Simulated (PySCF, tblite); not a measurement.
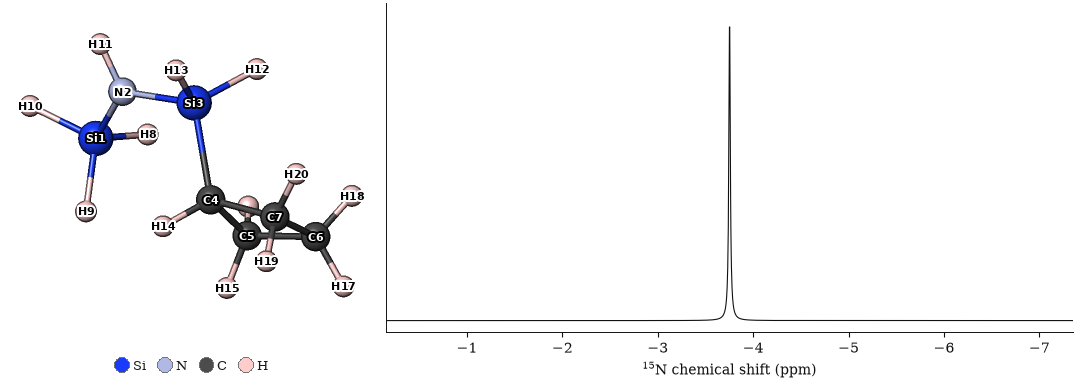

Spectrum and numbered structure of C₄H₁₃NSi₂, SMILES [SiH3]N[SiH2]C1CCC1. GIAO shifts, PBE0/pcSseg-1 in PySCF 2.14.0, at a GFN2-xTB geometry (a minimum by its frequencies), against NH₃ for ¹⁵N computed at the same level (¹⁵N: a single molecule, while the usual scales start at liquid NH₃ or nitromethane; multiply bonded nitrogen can come out tens of ppm too deshielded). Gas phase, fully decoupled, line heights follow the number of nuclei, widths are arbitrary (no quadrupolar broadening); values of one conformer, averaged over nuclei that symmetry, rotation about single bonds, ring flips or inversion at nitrogen exchange, these motions taken as fast; other conformers aren't averaged in.

Q: Where does the ¹⁵N line lie?

A: At −3.8 ppm (N2).

Note: the tight-binding geometry is rougher than a DFT one and adds to the error.
